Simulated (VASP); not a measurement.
Band structure of HfTi3N4 (ordered alloy cell). Calculation: PBEsol GGA, VASP's PBE PAW potentials (set 64) (plane waves; VASP).

Unless said otherwise, spin-orbit coupling is left out, though it shifts the bands of the heavy elements here.

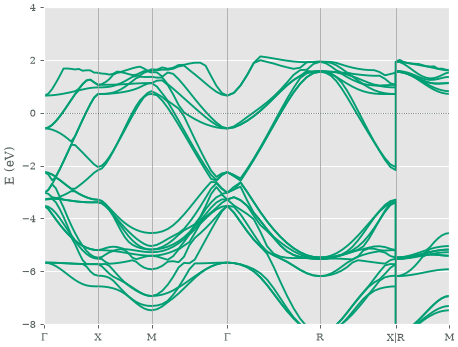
*Bands along high-symmetry lines, zero at the valence-band maximum or, without a gap, the Fermi level*

Task: Read the plot: is there a gap, and where are the band edges?

Result: It has no gap at this level: it comes out as a metal or semimetal. (Edges off the drawn lines would not show.)

The structure was generated: HfTi3N4 was put into an ordered model structure (Pm-3m), which need not be its known phase. It was relaxed first.
